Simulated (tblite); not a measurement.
**Geometry relaxation of C₇H₁₄OSi (part 1 of 3)**

- system: C₇H₁₄OSi
- method: GFN2-xTB geometry optimisation, gas phase (tblite 0.8.0)

It belongs to a series of runs on one base structure; here: H on C replaced by OSiH3.

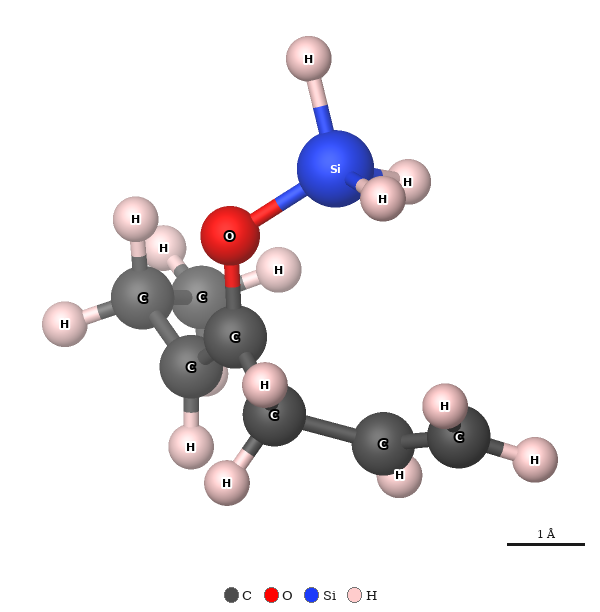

The starting structure (ball-and-stick view, seen at a tilt). Bond lengths as drawn: C–C 1.35 to 1.53 Å, C–H 1.08 to 1.10 Å, C–O 1.39 Å, H–Si 1.48 to 1.49 Å and O–Si 1.66 Å.

### Results in brief

| quantity | value |
| --- | --- |
| outcome | converged |
| total energy | −760.1132 eV |
| hardware | 1 CPU thread, shared host |
| wall time | 3.4 s |
| peak memory | 0.18 GiB |

### The input
```
{"job": {"kind": "relax", "xc": "GFN2-xTB", "basis": "xTB"}, "charge": 0, "multiplicity": 1}
C      3.381400    -0.269000    -0.632700
C      2.146200    -0.803800    -0.549300
C      1.396900    -0.977600     0.749900
C      0.017900    -0.311100     0.692200
C     -1.063600    -0.980600     0.251900
C     -2.479900    -0.468400     0.256600
C     -3.003000    -0.267100    -1.156700
O     -0.125300     0.919000     1.328500
Si     0.612900     2.278500     0.724500
H      3.895600     0.106700     0.245300
H      3.869500    -0.185300    -1.594000
H      1.666900    -1.178400    -1.442900
H      1.264800    -2.048300     0.942400
H      1.960300    -0.590000     1.599800
H     -0.934300    -1.967900    -0.168500
H     -2.563700     0.476000     0.822200
H     -3.102500    -1.192800     0.787800
H     -2.410500     0.466000    -1.697200
H     -2.983300    -1.204000    -1.714100
H     -4.034400     0.084100    -1.116500
H      2.059300     2.254600     1.029300
H      0.027300     3.483800     1.381100
H      0.396800     2.402500    -0.729800
```

The first line tells a small driver script what to run in tblite; the rest is the geometry in Å.

Command:
```bash
OMP_NUM_THREADS=1 python <driver script> task.json out
```

### Output
```
step      E/eV     max force
  0    -759.82000    1.647
  1    -759.89062    1.444
  2    -759.94505    0.576
  3    -759.97763    0.395
  4    -759.98808    0.377
  5    -760.00032    0.323
  6    -760.01160    0.335
  7    -760.02553    0.284
  8    -760.03454    0.244
  9    -760.04208    0.231
 10    -760.04910    0.237
 11    -760.05572    0.232
 12    -760.06044    0.157
 13    -760.06353    0.139
 14    -760.06623    0.149
 15    -760.06893    0.149
 16    -760.07110    0.095
 17    -760.07275    0.105
 18    -760.07440    0.108
 19    -760.07624    0.117
 20    -760.07803    0.096
 21    -760.07955    0.071
 22    -760.08081    0.074
 23    -760.08203    0.072
 24    -760.08327    0.078
 25    -760.08437    0.077
 26    -760.08527    0.054
 27    -760.08606    0.064
 28    -760.08683    0.060
 29    -760.08754    0.055
 30    -760.08812    0.049
 31    -760.08854    0.046
 32    -760.08891    0.048
 33    -760.08931    0.041
 34    -760.08982    0.044
 35    -760.09045    0.053
 36    -760.09112    0.069
 37    -760.09175    0.080
 38    -760.09235    0.073
 39    -760.09295    0.051
 40    -760.09352    0.054
 41    -760.09397    0.042
 42    -760.09431    0.038
 43    -760.09464    0.046
 44    -760.09506    0.074
 45    -760.09553    0.076
 46    -760.09596    0.048
 47    -760.09632    0.044
 48    -760.09663    0.041
 49    -760.09692    0.044
 50    -760.09718    0.028
 51    -760.09737    0.029
 52    -760.09755    0.028
 53    -760.09773    0.039
 54    -760.09788    0.029
 55    -760.09801    0.027
 56    -760.09812    0.023
 57    -760.09824    0.034
 58    -760.09838    0.034
 59    -760.09852    0.023
 60    -760.09865    0.027
 61    -760.09881    0.041
 62    -760.09901    0.056
 63    -760.09923    0.049
 64    -760.09942    0.033
 65    -760.09961    0.029
 66    -760.09981    0.043
 67    -760.10004    0.048
 68    -760.10026    0.034
 69    -760.10044    0.033
 70    -760.10060    0.030
 71    -760.10074    0.032
 72    -760.10086    0.027
 73    -760.10095    0.024
 74    -760.10104    0.023
 75    -760.10113    0.030
 76    -760.10122    0.022
 77    -760.10128    0.015
 78    -760.10134    0.017
 79    -760.10141    0.024
 80    -760.10148    0.023
 81    -760.10155    0.015
 82    -760.10162    0.016
 83    -760.10170    0.022
 84    -760.10180    0.029
 85    -760.10191    0.025
 86    -760.10200    0.020
 87    -760.10209    0.021
 88    -760.10221    0.024
 89    -760.10237    0.028
 90    -760.10256    0.028
 91    -760.10279    0.030
 92    -760.10308    0.038
 93    -760.10344    0.052
 94    -760.10391    0.056
 95    -760.10442    0.049
 96    -760.10491    0.044
 97    -760.10539    0.045
 98    -760.10599    0.056
 99    -760.10666    0.051
100    -760.10699    0.079
101    -760.10706    0.072
102    -760.10774    0.041
103    -760.10796    0.032
104    -760.10837    0.037
105    -760.10864    0.032
106    -760.10895    0.026
107    -760.10913    0.034
108    -760.10923    0.040
109    -760.10936    0.023
110    -760.10956    0.033
111    -760.10968    0.031
112    -760.10984    0.027
113    -760.11006    0.040
114    -760.11030    0.037
115    -760.11048    0.036
116    -760.11059    0.024
117    -760.11071    0.026
118    -760.11086    0.035
119    -760.11101    0.033
120    -760.11112    0.023
121    -760.11121    0.022
122    -760.11130    0.020
123    -760.11139    0.023
124    -760.11149    0.030
125    -760.11158    0.024
126    -760.11169    0.027
127    -760.11181    0.025
128    -760.11193    0.031
129    -760.11207    0.038
130    -760.11223    0.030
131    -760.11238    0.027
132    -760.11249    0.021
133    -760.11256    0.023
134    -760.11262    0.020
135    -760.11269    0.018
136    -760.11278    0.018
137    -760.11285    0.021
138    -760.11292    0.023
139    -760.11298    0.019
140    -760.11305    0.016
141    -760.11309    0.015
142    -760.11312    0.010
143    -760.11314    0.010
144    -760.11317    0.008
```

### Trajectory as extended XYZ (Å, eV, eV/Å), 21 of the 145 frames kept, from step=0 to step=144
```
23
Properties=species:S:1:pos:R:3:forces:R:3 step=0 energy=-759.82000
C     3.3814   -0.2690   -0.6327   -1.4680  -0.5140   0.0610
C     2.1462   -0.8038   -0.5493    1.4870   0.5910   0.3890
C     1.3969   -0.9776    0.7499   -0.3390   0.2270  -0.3390
C     0.0179   -0.3111    0.6922   -0.7370  -0.6640   0.6730
C    -1.0636   -0.9806    0.2519    0.5010   0.7360   0.3230
C    -2.4799   -0.4684    0.2566    0.3030   0.3060   0.3870
C    -3.0030   -0.2671   -1.1567   -0.2870  -0.0710  -0.1350
O    -0.1253    0.9190    1.3285    0.7140   0.0970  -1.1270
Si    0.6129    2.2785    0.7245   -0.1290   0.2360   0.3310
H     3.8956    0.1067    0.2453   -0.0850  -0.1070  -0.2950
H     3.8695   -0.1853   -1.5940    0.0390   0.0350   0.2530
H     1.6669   -1.1784   -1.4429   -0.1080   0.0410   0.0990
H     1.2648   -2.0483    0.9424   -0.1340   0.0590  -0.1600
H     1.9603   -0.5900    1.5998    0.0180   0.2490  -0.1590
H    -0.9343   -1.9679   -0.1685    0.0780   0.0670   0.0060
H    -2.5637    0.4760    0.8222    0.2580  -0.2660  -0.2510
H    -3.1025   -1.1928    0.7878   -0.0410  -0.1100  -0.0960
H    -2.4105    0.4660   -1.6972    0.0510   0.0200   0.0380
H    -2.9833   -1.2040   -1.7141    0.0200   0.0450   0.0290
H    -4.0344    0.0841   -1.1165    0.0500  -0.0110  -0.0700
H     2.0593    2.2546    1.0293   -0.2580  -0.0770  -0.0940
H     0.0273    3.4838    1.3811    0.0220  -0.7300  -0.0760
H     0.3968    2.4025   -0.7298    0.0450  -0.1590   0.2150
23
Properties=species:S:1:pos:R:3:forces:R:3 step=7 energy=-760.02553
C     3.3428   -0.2651   -0.6243    0.1710   0.0820  -0.0030
C     2.1339   -0.7853   -0.5276    0.0040  -0.0770  -0.0680
C     1.3810   -0.9754    0.7567   -0.0220   0.1100  -0.1430
C     0.0090   -0.3380    0.7345    0.0460   0.1430  -0.0320
C    -1.0642   -0.9690    0.2742   -0.0330  -0.0660  -0.1180
C    -2.4722   -0.4573    0.2605    0.1170  -0.0050   0.0820
C    -3.0083   -0.2662   -1.1563    0.0300   0.0130   0.0050
O    -0.0650    0.9310    1.2275   -0.0510   0.0210   0.0510
Si    0.6450    2.2948    0.6995   -0.1250   0.0270   0.1820
H     3.8899    0.1036    0.2325   -0.1230  -0.0410  -0.0330
H     3.8659   -0.1884   -1.5669   -0.1250  -0.0050   0.0710
H     1.6397   -1.1651   -1.4137   -0.0650   0.0650   0.0340
H     1.2478   -2.0489    0.9108    0.0810   0.0160   0.1200
H     1.9559   -0.5379    1.5734   -0.0340  -0.1060   0.0760
H    -0.9201   -1.9522   -0.1458   -0.0330  -0.1310   0.0680
H    -2.5157    0.4855    0.8089   -0.0320  -0.0290  -0.0220
H    -3.0963   -1.1971    0.7722   -0.0430   0.0940   0.0490
H    -2.4073    0.4656   -1.6881    0.0200   0.0380  -0.0510
H    -2.9793   -1.2038   -1.7066    0.0140  -0.0170  -0.0080
H    -4.0374    0.0840   -1.1268    0.0020   0.0050  -0.0010
H     2.0664    2.2507    1.0184    0.1370   0.0650  -0.0410
H    -0.0285    3.3729    1.4293   -0.0070  -0.2840  -0.0020
H     0.4123    2.3885   -0.7321    0.0710   0.0810  -0.2170
23
Properties=species:S:1:pos:R:3:forces:R:3 step=14 energy=-760.06623
C     3.3321   -0.2596   -0.6243    0.0420   0.0270  -0.0120
C     2.1250   -0.7826   -0.5302   -0.0360   0.0350  -0.0210
C     1.3799   -0.9649    0.7547    0.0120  -0.0460   0.0220
C     0.0092   -0.3378    0.7198    0.0130  -0.0190  -0.0070
C    -1.0600   -0.9819    0.2677   -0.0700  -0.0700   0.0590
C    -2.4601   -0.4520    0.2593    0.0120   0.0240   0.0380
C    -2.9967   -0.2620   -1.1574   -0.0050  -0.0020  -0.0160
O    -0.0688    0.9324    1.1940   -0.0240  -0.0380  -0.0400
Si    0.6619    2.2854    0.6786   -0.0900   0.0130   0.1070
H     3.8617    0.0994    0.2447    0.0030  -0.0280  -0.0490
H     3.8467   -0.1797   -1.5675   -0.0140   0.0430   0.0270
H     1.6026   -1.1362   -1.4092    0.0060   0.0030  -0.0230
H     1.2635   -2.0333    0.9329   -0.0160  -0.1460   0.0240
H     1.9430   -0.5398    1.5837    0.0500   0.0760   0.0420
H    -0.9256   -1.9873   -0.1023   -0.0340  -0.0400   0.0110
H    -2.4928    0.4939    0.8004    0.0310   0.0420  -0.0250
H    -3.1031   -1.1633    0.7870    0.0000   0.0010  -0.0030
H    -2.4016    0.4707   -1.6966    0.0260   0.0040  -0.0080
H    -2.9676   -1.2022   -1.7028    0.0150  -0.0190  -0.0290
H    -4.0266    0.0848   -1.1274   -0.0160   0.0150  -0.0010
H     2.0911    2.2810    0.9855    0.0390   0.0230  -0.0140
H    -0.0836    3.2433    1.4810    0.0180   0.0340  -0.0080
H     0.4649    2.4183   -0.7617    0.0370   0.0670  -0.0730
23
Properties=species:S:1:pos:R:3:forces:R:3 step=22 energy=-760.08081
C     3.3201   -0.2500   -0.6272    0.0420  -0.0080   0.0000
C     2.1182   -0.7852   -0.5287   -0.0180   0.0380  -0.0250
C     1.3833   -0.9872    0.7612    0.0050   0.0110   0.0070
C     0.0074   -0.3706    0.7186    0.0020   0.0250  -0.0590
C    -1.0706   -1.0196    0.2906   -0.0460   0.0230  -0.0170
C    -2.4552   -0.4480    0.2623   -0.0200   0.0090  -0.0060
C    -2.9847   -0.2624   -1.1595    0.0040  -0.0070  -0.0280
O    -0.0734    0.9158    1.1521    0.0310  -0.0120  -0.0390
Si    0.6517    2.2867    0.6782   -0.0090  -0.0050   0.0300
H     3.8665    0.0854    0.2395   -0.0150  -0.0020   0.0120
H     3.8256   -0.1404   -1.5717   -0.0380   0.0160  -0.0140
H     1.5878   -1.1154   -1.4116   -0.0090  -0.0190  -0.0190
H     1.2852   -2.0577    0.9533   -0.0090  -0.0360  -0.0170
H     1.9432   -0.5341    1.5786    0.0360   0.0060   0.0610
H    -0.9644   -2.0353   -0.0637    0.0120   0.0200   0.0700
H    -2.4630    0.5136    0.7774    0.0240  -0.0210   0.0140
H    -3.1203   -1.1324    0.7976   -0.0170   0.0250   0.0140
H    -2.3866    0.4680   -1.6988    0.0350   0.0060   0.0040
H    -2.9562   -1.2009   -1.7079    0.0120  -0.0370  -0.0010
H    -4.0144    0.0879   -1.1345    0.0100   0.0070   0.0050
H     2.0870    2.3049    0.9690   -0.0030  -0.0220   0.0580
H    -0.0995    3.2266    1.5013    0.0260  -0.0320  -0.0460
H     0.5076    2.4771   -0.7660   -0.0550   0.0170  -0.0030
23
Properties=species:S:1:pos:R:3:forces:R:3 step=29 energy=-760.08754
C     3.3131   -0.2441   -0.6307   -0.0050   0.0220  -0.0070
C     2.1129   -0.7813   -0.5299    0.0110  -0.0160  -0.0150
C     1.3870   -0.9994    0.7609   -0.0400   0.0040   0.0090
C     0.0103   -0.3849    0.7044   -0.0470   0.0190   0.0210
C    -1.0782   -1.0356    0.3042   -0.0200  -0.0090   0.0320
C    -2.4546   -0.4431    0.2639    0.0000   0.0050  -0.0060
C    -2.9722   -0.2655   -1.1649    0.0230   0.0030   0.0130
O    -0.0670    0.9084    1.1087    0.0030   0.0270   0.0060
Si    0.6567    2.2887    0.6720    0.0160  -0.0020  -0.0200
H     3.8646    0.0752    0.2374    0.0210   0.0270   0.0230
H     3.7978   -0.1069   -1.5808    0.0300   0.0010  -0.0350
H     1.5780   -1.1051   -1.4116   -0.0290  -0.0040  -0.0420
H     1.2956   -2.0717    0.9484   -0.0220  -0.0120  -0.0150
H     1.9415   -0.5429    1.5824    0.0070  -0.0220   0.0130
H    -0.9847   -2.0655   -0.0053    0.0040  -0.0150   0.0090
H    -2.4382    0.5240    0.7683   -0.0170  -0.0050  -0.0130
H    -3.1407   -1.1011    0.8065    0.0330   0.0020   0.0000
H    -2.3616    0.4593   -1.6991    0.0030  -0.0220  -0.0120
H    -2.9436   -1.2094   -1.7072    0.0030   0.0200   0.0290
H    -4.0003    0.0928   -1.1481    0.0430  -0.0070  -0.0150
H     2.0855    2.3021    0.9977   -0.0220  -0.0140  -0.0030
H    -0.1056    3.2120    1.4991   -0.0070   0.0070   0.0070
H     0.4989    2.5209   -0.7663    0.0130  -0.0070   0.0250
23
Properties=species:S:1:pos:R:3:forces:R:3 step=36 energy=-760.09112
C     3.3053   -0.2319   -0.6379   -0.0360  -0.0180  -0.0030
C     2.1066   -0.7765   -0.5385    0.0050   0.0080   0.0320
C     1.3801   -1.0057    0.7540    0.0000  -0.0030   0.0120
C     0.0052   -0.3853    0.7079    0.0100  -0.0070  -0.0090
C    -1.0860   -1.0443    0.3298    0.0340   0.0220  -0.0170
C    -2.4541   -0.4391    0.2693    0.0010   0.0020   0.0010
C    -2.9512   -0.2689   -1.1674   -0.0100  -0.0240   0.0170
O    -0.0714    0.9129    1.0917   -0.0020  -0.0060   0.0170
Si    0.6583    2.2935    0.6710    0.0200  -0.0350  -0.0320
H     3.8620    0.0856    0.2290   -0.0290   0.0030   0.0060
H     3.7921   -0.0907   -1.5876   -0.0100  -0.0010  -0.0170
H     1.5669   -1.0961   -1.4217    0.0270   0.0190   0.0160
H     1.2769   -2.0802    0.9279    0.0030   0.0160  -0.0370
H     1.9389   -0.5691    1.5843    0.0080  -0.0040  -0.0250
H    -0.9951   -2.0810    0.0419   -0.0130   0.0050   0.0030
H    -2.4347    0.5338    0.7608   -0.0120   0.0020   0.0220
H    -3.1447   -1.0889    0.8146   -0.0380   0.0220  -0.0240
H    -2.3308    0.4436   -1.7088    0.0110  -0.0560   0.0390
H    -2.9298   -1.2210   -1.6935    0.0120   0.0040  -0.0150
H    -3.9748    0.0996   -1.1649    0.0070   0.0070  -0.0160
H     2.0819    2.2881    1.0140   -0.0030   0.0110  -0.0160
H    -0.1108    3.2076    1.4995   -0.0150   0.0390   0.0250
H     0.5044    2.5409   -0.7652    0.0310  -0.0070   0.0240
23
Properties=species:S:1:pos:R:3:forces:R:3 step=43 energy=-760.09464
C     3.2936   -0.2182   -0.6447   -0.0290  -0.0070   0.0000
C     2.0974   -0.7668   -0.5444   -0.0120   0.0160  -0.0010
C     1.3728   -1.0113    0.7456    0.0070  -0.0050  -0.0120
C     0.0006   -0.3840    0.7130    0.0120  -0.0160   0.0030
C    -1.0946   -1.0469    0.3531    0.0120   0.0090   0.0280
C    -2.4587   -0.4353    0.2788   -0.0170  -0.0100   0.0040
C    -2.9298   -0.2819   -1.1671    0.0070   0.0050  -0.0170
O    -0.0734    0.9169    1.0867   -0.0020  -0.0100  -0.0030
Si    0.6600    2.2979    0.6754    0.0290  -0.0300  -0.0200
H     3.8471    0.1021    0.2232   -0.0030  -0.0050  -0.0100
H     3.7755   -0.0773   -1.5974    0.0000   0.0190   0.0120
H     1.5605   -1.0818   -1.4300    0.0020  -0.0010   0.0000
H     1.2571   -2.0891    0.8876    0.0230   0.0190   0.0190
H     1.9438   -0.5989    1.5802   -0.0300  -0.0110  -0.0150
H    -1.0115   -2.0903    0.0877    0.0000   0.0190  -0.0210
H    -2.4385    0.5422    0.7615   -0.0140   0.0010  -0.0020
H    -3.1665   -1.0711    0.8159   -0.0190  -0.0180   0.0270
H    -2.2813    0.4057   -1.7041    0.0200   0.0140  -0.0130
H    -2.9130   -1.2402   -1.6819   -0.0120  -0.0160   0.0140
H    -3.9446    0.1082   -1.1918   -0.0020   0.0010  -0.0180
H     2.0814    2.2790    1.0216    0.0190   0.0250   0.0110
H    -0.1124    3.2138    1.5019    0.0050   0.0110   0.0020
H     0.5298    2.5542   -0.7609    0.0010  -0.0100   0.0100
23
Properties=species:S:1:pos:R:3:forces:R:3 step=50 energy=-760.09718
C     3.2776   -0.2043   -0.6506    0.0100   0.0170   0.0010
C     2.0831   -0.7559   -0.5527    0.0090  -0.0190  -0.0120
C     1.3646   -1.0168    0.7370    0.0180  -0.0050  -0.0070
C    -0.0057   -0.3863    0.7186    0.0110  -0.0020   0.0130
C    -1.1073   -1.0478    0.3776    0.0000  -0.0030  -0.0160
C    -2.4708   -0.4354    0.2897   -0.0010   0.0090  -0.0060
C    -2.9113   -0.2932   -1.1678   -0.0090   0.0020  -0.0140
O    -0.0681    0.9169    1.0854    0.0010   0.0030   0.0030
Si    0.6760    2.2934    0.6786   -0.0050   0.0220   0.0160
H     3.8318    0.1115    0.2182   -0.0040   0.0010   0.0080
H     3.7607   -0.0533   -1.6011   -0.0140   0.0130   0.0000
H     1.5507   -1.0714   -1.4407   -0.0220   0.0100   0.0020
H     1.2565   -2.0962    0.8673   -0.0200  -0.0020   0.0110
H     1.9382   -0.6167    1.5748   -0.0030   0.0210  -0.0010
H    -1.0239   -2.0892    0.1061   -0.0100  -0.0110   0.0030
H    -2.4548    0.5466    0.7628   -0.0030   0.0120   0.0060
H    -3.1894   -1.0630    0.8235    0.0110  -0.0120  -0.0060
H    -2.2371    0.3731   -1.7009    0.0160  -0.0040  -0.0060
H    -2.9055   -1.2602   -1.6660    0.0050  -0.0170   0.0000
H    -3.9165    0.1169   -1.2256   -0.0170   0.0090   0.0150
H     2.0957    2.2895    1.0352    0.0020  -0.0080   0.0090
H    -0.1011    3.2154    1.4975    0.0190  -0.0150  -0.0110
H     0.5520    2.5533   -0.7566    0.0070  -0.0190  -0.0110
23
Properties=species:S:1:pos:R:3:forces:R:3 step=58 energy=-760.09838
C     3.2676   -0.1942   -0.6538    0.0020   0.0100   0.0020
C     2.0772   -0.7551   -0.5569   -0.0150   0.0080  -0.0040
C     1.3630   -1.0199    0.7346    0.0050   0.0000   0.0010
C    -0.0061   -0.3875    0.7197   -0.0010   0.0070   0.0140
C    -1.1104   -1.0462    0.3825   -0.0040  -0.0090  -0.0050
C    -2.4732   -0.4333    0.2908   -0.0020   0.0020   0.0020
C    -2.9046   -0.2976   -1.1700   -0.0020  -0.0090  -0.0010
O    -0.0636    0.9158    1.0865   -0.0110   0.0120   0.0020
Si    0.6862    2.2891    0.6801   -0.0060   0.0270   0.0190
H     3.8210    0.1148    0.2183    0.0010   0.0000  -0.0080
H     3.7467   -0.0286   -1.6041   -0.0130   0.0030   0.0090
H     1.5377   -1.0604   -1.4443   -0.0020  -0.0040   0.0010
H     1.2496   -2.0981    0.8688    0.0110  -0.0060   0.0000
H     1.9375   -0.6154    1.5695    0.0060  -0.0030   0.0070
H    -1.0350   -2.0895    0.1160    0.0170  -0.0080  -0.0030
H    -2.4639    0.5493    0.7628    0.0120   0.0080   0.0020
H    -3.1911   -1.0642    0.8215   -0.0050   0.0010  -0.0020
H    -2.2160    0.3534   -1.7045   -0.0180   0.0030  -0.0020
H    -2.9053   -1.2705   -1.6568   -0.0060  -0.0090  -0.0110
H    -3.9057    0.1223   -1.2357    0.0070   0.0110  -0.0010
H     2.1031    2.2886    1.0478    0.0040  -0.0160   0.0030
H    -0.0890    3.2165    1.4949    0.0110  -0.0180  -0.0190
H     0.5695    2.5378   -0.7576    0.0100  -0.0080  -0.0070
```
